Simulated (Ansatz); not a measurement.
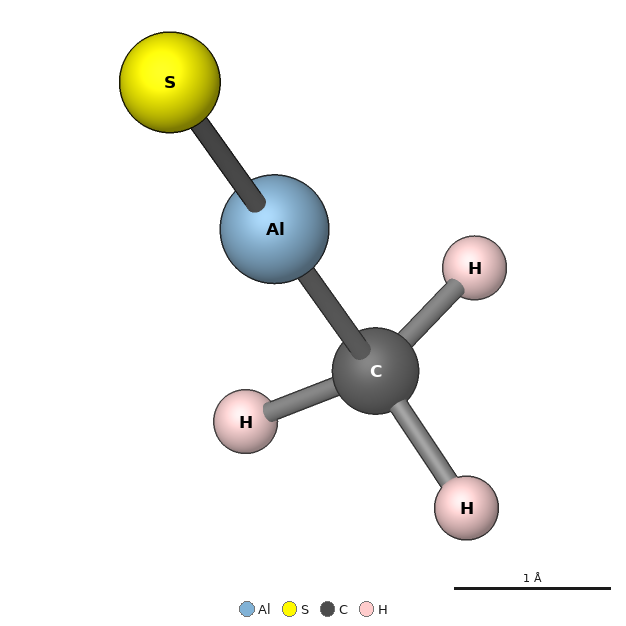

A ball-and-stick model of a molecule.

The geometry was computed by an optimisation with PBE0-D4/def2-TZVP.

Which formula does it have?

CH₃AlS, 6 atoms: 1 carbon, 3 hydrogen, 1 aluminium and 1 sulfur.

How many bonds of each kind are drawn?

3 C–H, 1 Al–S, 1 C–Al. Sticks follow a distance rule.

More results for the same structure follow; atom numbers are the same in all pictures, views and colours differ.

## Shape

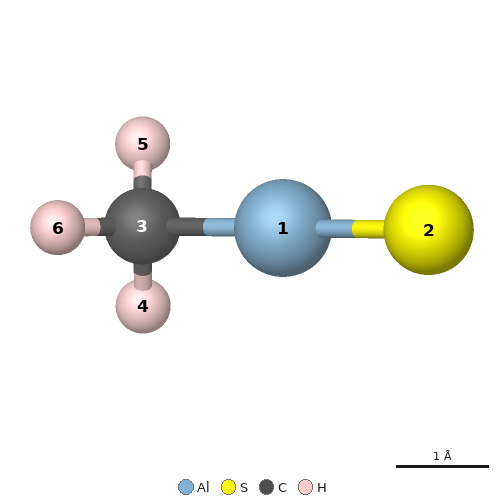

Numbered structure.

What are the angles S2–Al1–C3, Al1–C3–H4, H4–C3–H5?

```
    angle  degrees
S2–Al1–C3    180.0
Al1–C3–H4    110.6
 H4–C3–H5    108.3
```

## Electronic properties

Properties computed with RKS PBE0-D4/def2-TZVP (Ansatz 0.2.0).

What does the calculation give?

- dipole moment: 5.16 D
- harmonic zero-point energy: 98.0 kJ/mol

## Vibrations

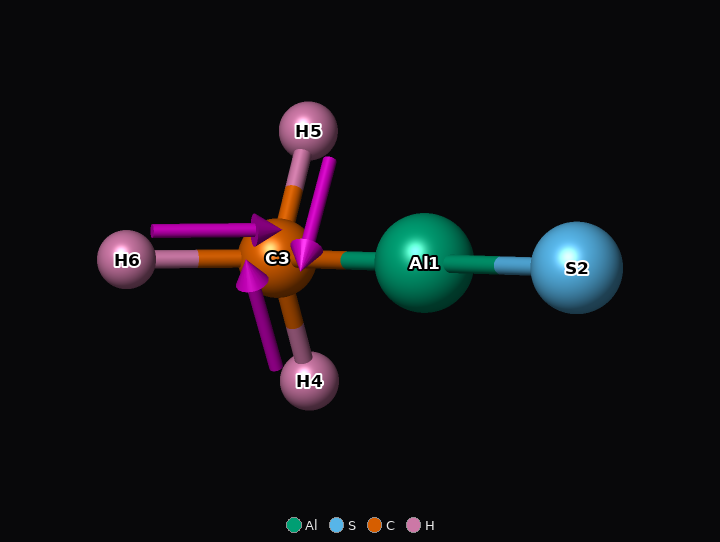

The arrows show one normal mode. Harmonic vibrations computed with RKS PBE0-D4/def2-TZVP (Ansatz 0.2.0) at a stationary point of the same level.

What kind of motion is it?

Mostly in-phase stretching of 3 C–H bonds.

At what wavenumber does it lie?

3053 cm⁻¹; it is mode 10 of 12 counted from the lowest.

## Charges

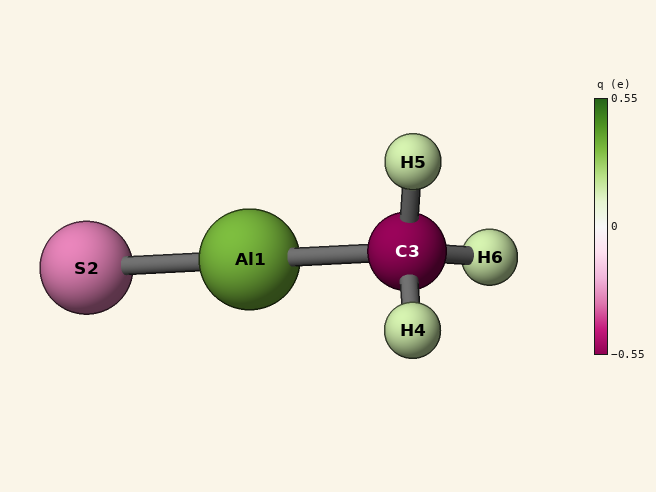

Atoms are coloured by their Mulliken charges. Method: RKS PBE0-D4/def2-TZVP (Ansatz 0.2.0).

Give the Mulliken charges atom by atom.

| atom | value (e) |
| --- | --- |
| Al1 | 0.34 |
| S2 | −0.31 |
| C3 | −0.54 |
| H4 | 0.17 |
| H5 | 0.17 |
| H6 | 0.17 |

Mulliken values depend strongly on the basis set and can even reverse the polarity of a bond.
